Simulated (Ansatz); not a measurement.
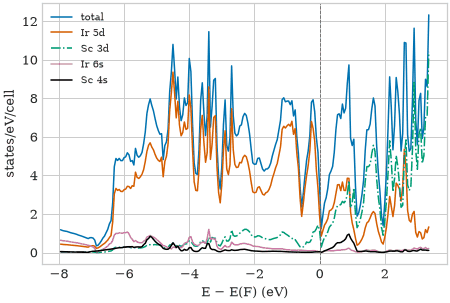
Figure. Total and projected density of states of ScIr2 (cubic Laves (MgCu2 type), Fd-3m), plane-wave PAW PBEsol (Ansatz code)

Problem. Which orbitals carry the states next to the Fermi level?

Solution. Within 0.5 eV of the Fermi level: Ir 5d 69 %, Sc 3d 21 %. Projections are on Löwdin-orthogonalised atomic valence shells; empty p or d shells of many metals are not among them.

Problem. Where is the tallest occupied peak in this window, and what makes it?

Solution. Near -3.4 eV, about 11 states/eV per cell; the largest projected share is Ir 5d.

The workflow started from an entry of the Crystallography Open Database (COD). Whether it is the stable phase at ambient conditions was not checked. The PBEsol relaxation kept the symmetry of its start; of distortions, only those at the zone centre were tested, and some modes there are weakly imaginary. The run is not spin-polarised. Spin–orbit coupling is left out wherever it is not named.

Potentials: the later of the program's two PAW sets.
